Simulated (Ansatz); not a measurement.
**TiC: pressure series**

Consider TiC in the rock salt structure (space group Fm-3m, No. 225; a = 4.293 Å).

Cell and atoms are relaxed at each pressure.

Level of theory: PBEsol, PAW, 420 eV (Ansatz, an electronic-structure program; spin-orbit coupling left out).

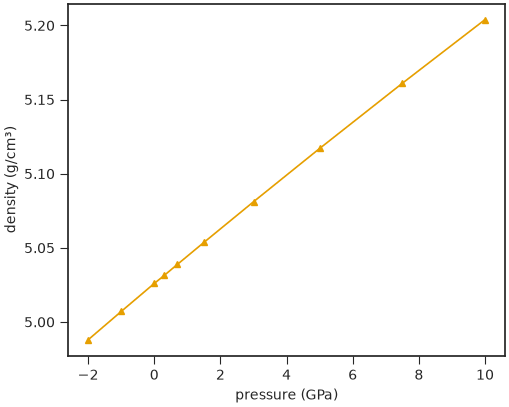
Fig. 1. Density against pressure

Question: From the plot, what is the density for pressure 3 GPa?

Answer: About 5.08 g/cm³.

Question: Is the trend monotonic over the range shown?

Answer: Yes, it rises throughout, spanning 4.99 g/cm³ to 5.20 g/cm³.

Load acts through the strain it causes; cell and atoms are relaxed under it. No phonon test of stability was made. Competing high-pressure phases were not computed. The base started in Pnma and relaxed to Fm-3m at this level. All final runs are without spin polarisation.
